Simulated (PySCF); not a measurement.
System: C₅H₁₆N₂Si.

Input file:

```
{"job": {"kind": "nmr", "xc": "PBE0", "basis": "pcSseg-1"}, "charge": 0, "multiplicity": 1}
C     -2.759303    -0.023708     0.018759
N     -1.495821     0.596378     0.376547
C     -0.274119    -0.186017     0.175058
C     -0.365209    -1.610240     0.731563
C      0.051438    -0.211154    -1.317086
N      0.531690     1.118985    -1.650781
Si     1.149680     0.828483     0.982068
C      2.862000     0.263134     0.401085
H     -2.736178    -0.330465    -1.026193
H     -3.546020     0.722497     0.134563
H     -3.024846    -0.898985     0.628116
H     -1.544058     0.883175     1.348470
H     -1.062717    -2.217184     0.154528
H      0.609560    -2.090374     0.695630
H     -0.696521    -1.588530     1.768727
H     -0.811953    -0.528636    -1.922651
H      0.861210    -0.922864    -1.496259
H     -0.221703     1.779313    -1.490919
H      0.807802     1.180692    -2.626079
H      0.946384     2.266389     0.824912
H      1.053132     0.531300     2.431091
H      3.000689    -0.805545     0.534158
H      3.022135     0.496946    -0.644773
H      3.630993     0.766173     0.977022
```

Launched as:

```sh
OMP_NUM_THREADS=1 python probes_run.py task.json out
```

Geometry: GFN2-xTB.

Level of theory: PBE0/pcSseg-1, SCF density, gas phase, non-relativistic (PySCF 2.14.0).

### Predict the electron density and electron localisation function between the atoms.

C–N (1.45 Å): ρ at the midpoint is about 1.9 e/Å³; the ELF peaks at about 0.95 between the atoms (a covalent bond).
C–H (1.09 Å): the density is about 2 e/Å³ at the midpoint; the ELF climbs to about 1 towards the hydrogen, as it does in any bond to H (an ordinary covalent bond to hydrogen).

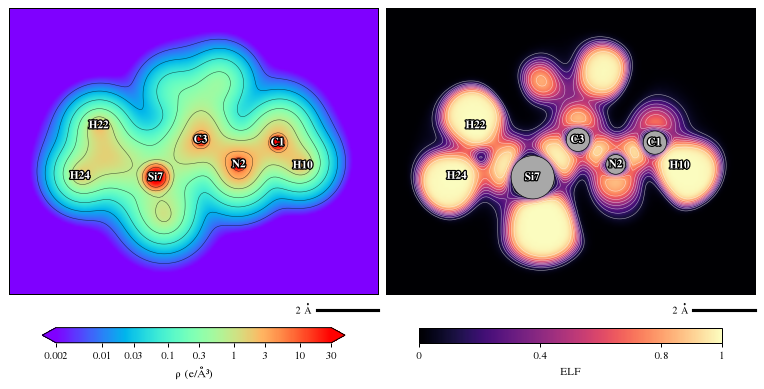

Computed electron density and electron localisation function on the plane of atoms N2, C1 and H10, in this order. Grey discs cover the atomic cores in the ELF map. 
